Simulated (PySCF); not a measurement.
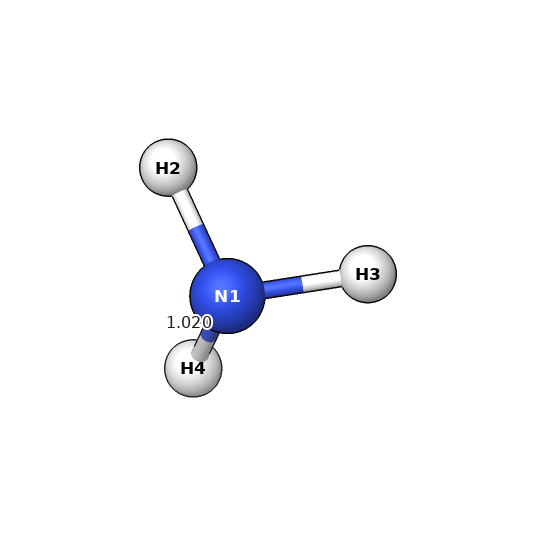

Bond lengths are marked in Å; every bond is drawn as one stick. Computed geometry: PBE0-D3(BJ)/def2-SVP optimisation. No frequency run is at hand to confirm it as a minimum.

Assign a bond order to each marked bond.

Answer. N1–H4 single.

Give the structure as SMILES.

Answer. N
